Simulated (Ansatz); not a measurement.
CH3F3STi

Input

```
basis:
  gaussian:
    orbitals: def2-SVPD
crystal:
  periodic: [false, false, false]
  atoms:
    - {symbol: C, position_ang: [-0.016842, -1.257133, 0.864810]}
    - {symbol: F, position_ang: [-1.293183, 0.593491, -1.660458]}
    - {symbol: F, position_ang: [1.133793, 2.133092, -1.934935]}
    - {symbol: F, position_ang: [-0.375146, 2.087563, 0.526235]}
    - {symbol: S, position_ang: [1.328038, -0.568359, -0.170652]}
    - {symbol: Ti, position_ang: [0.132809, 1.202939, -0.879076]}
    - {symbol: H, position_ang: [-0.302949, -0.551045, 1.656981]}
    - {symbol: H, position_ang: [-0.891903, -1.513925, 0.251417]}
    - {symbol: H, position_ang: [0.373782, -2.172922, 1.328579]}
hamiltonian:
  xc: pbe0
output:
  forces: true
  orbitals: {seedname: orbitals}
```

Command:

```sh
ansatz run input.yaml --threads 2 --pin off --max-ram 5220MiB --events-out events.jsonl --progress --plain --runs-dir runs
```

Geometry: PBE0-D4/def2-SVP.

The calculation used isolated molecule in a Gaussian basis; Kohn-Sham density functional theory, functional PBE0 (Ansatz 0.2.0).

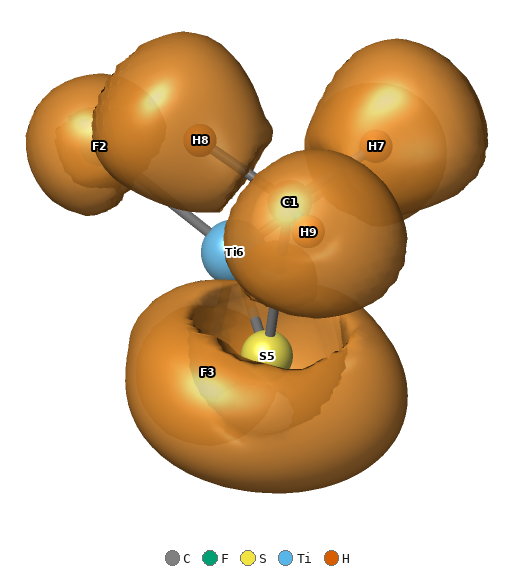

Figure 1. Isosurface of the ELF at 0.8 (orange), seen at an oblique angle. Core shells and regions of very low density are left out.

**Identify the bonds, lone pairs and shells in this picture.**

The ELF exceeds this value in one region between bonded C–S atoms (shared pairs), three regions around hydrogen nuclei, three regions wrapped around F (the valence shell of each) and one region wrapped around S (its valence shell).


Ti–F (1.73 Å): the ELF peaks at about 0.85 in the valence shell of F, 0.5 Å from its nucleus, and drops to about 0.20 between the two atoms. C–S (1.83 Å): the ELF peaks at about 0.90 between the atoms, as expected for a shared electron pair.

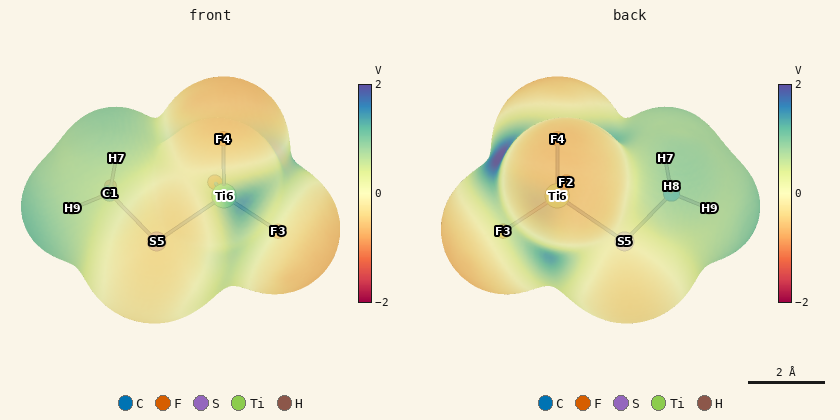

Figure 2. The electrostatic potential painted on the density surface at 0.001 e/bohr³, seen from the front and from behind; the colour scale runs from red (negative) to blue (positive).

**Where is the surface potential most negative and most positive?**

The most negative region (about −0.6 V, or −14 kcal/mol for a unit charge) lies over F2, F3 and F4, the most positive (about +1.8 V, or +42 kcal/mol for a unit charge) over Ti6.

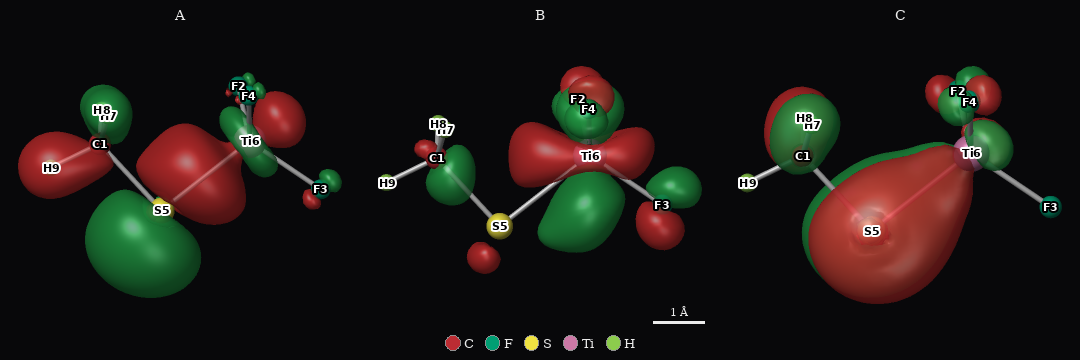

Figure 3. Three frontier orbitals at ±0.1 Å⁻³ᐟ² (green and red are the two phases), in no order.

**Which picture is the HOMO−1, the HOMO and the LUMO?**

A is the HOMO−1 (−8.94 eV). It lies mainly on S5 (about 65 %), Ti6 (about 20 %) and C1 (about 10 %). C is the HOMO (−7.86 eV). By Hirshfeld shares it lies mainly on S5 (about 70 %), Ti6 (about 15 %) and C1 (about 5 %); largely a lone pair of S5. B is the LUMO (−3.00 eV). Its weight (Hirshfeld) is mainly on Ti6 (about 75 %) and F3 (about 5 %).

**What is the HOMO–LUMO gap?**

4.86 eV between the orbital energies.
